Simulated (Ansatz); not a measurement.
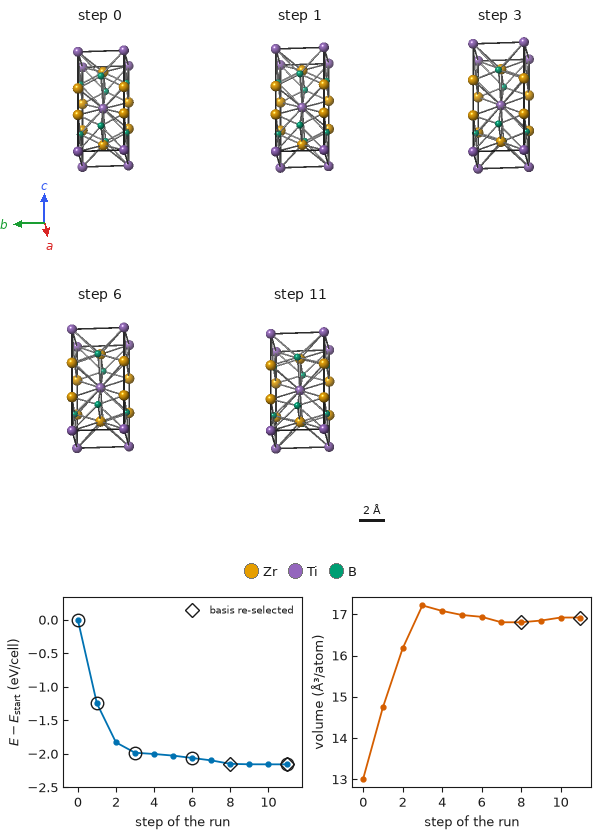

Frames of a relaxation of solid Zr$_{2}$TiB$_{2}$ (a generated structure, set up in I4/mmm) (coarse preliminary run), marked on the history of the run. A ball-and-stick model of the conventional cell (2 times the calculation's cell), seen from a free direction. Lengths and directions refer to the drawn axes.

Computed with Ansatz, DFT PBE, scalar-relativistic, plane waves, PAW.

The input:
```yaml
crystal:
  lattice:
    - [-1.92255432, 1.92255432, 4.40120533]
    - [1.92255432, -1.92255432, 4.40120533]
    - [1.92255432, 1.92255432, -4.40120533]
  atoms:
    - { symbol: Zr, position: [0.36724654, 0.36724654, 0.0] }
    - { symbol: Zr, position: [0.63275346, 0.63275346, 0.0] }
    - { symbol: Ti, position: [0.0, 0.0, 0.0] }
    - { symbol: B, position: [0.25, 0.75, 0.5] }
    - { symbol: B, position: [0.75, 0.25, 0.5] }
basis:
  ecutwfc: 420
kpoints:
  mp_grid: { grid: [6, 6, 6] }
hamiltonian:
  xc: pbe
scf:
  occupations: { method: gaussian, width: 0.1 }
  lower_state_search: "off"
output:
  forces: true
  stress: true
  eigenvalues: true
relax:
  adjacent_minimum: "off"
  f_tol: 0.04
  max_steps: 70
  cell: { stress_tol: 0.4 }
```

Command:
```bash
ansatz run input.yaml --threads 1 --pin off --max-ram 2560MiB --backend cpu --events-out ev --progress --plain --runs-dir out
```

**What happens along the run?**

The largest moves relative to the cell, 0.36 Å, are those of Zr1 and Zr2. Zr1 goes along −c. B and Ti stay in place. Cell: a = b 3.845 → 4.446 Å (+15.6 %), c 8.802 → 8.562 Å (−2.7 %). Volume +30.0 %. Some distances before and after: Zr1–Zr2 2.337 → 2.984 Å, Zr1–Ti3 2.959 → 3.480 Å, Zr1–Ti3 (another image) 3.233 → 2.789 Å, Ti3–B4 2.922 → 3.086 Å. Among the angles between lasting bonds that change: Zr1–B4–Zr1 123.5° → 147.5°, Zr1–B4–Zr2 102.9° → 94.5°. The space group stays I4/mmm (No. 139). Over 9 accepted moves (11 points after the start) the energy falls by 2.156 eV per cell of the calculation. The largest force component goes from 1.3 to 0.036 eV/Å. Pressure: 32.28 GPa at the start and −0.15 GPa at the end. At 2 points the geometry stayed and the basis and grid were re-selected for the new cell (energy shift of 51.9 meV per cell of the calculation at most each time). From step 0 to 1: Zr atoms move most (0.05 Å), volume +13.3 %, energy −1.246 eV per cell of the calculation. From step 1 to 3: Zr atoms move most (0.25 Å), volume +16.7 %, energy −0.736 eV per cell of the calculation. From step 3 to 6: Zr atoms move most (0.04 Å), volume −1.6 %, energy −78.3 meV per cell of the calculation. From step 6 to 11: Zr atoms move most (0.05 Å), energy −95.0 meV per cell of the calculation.
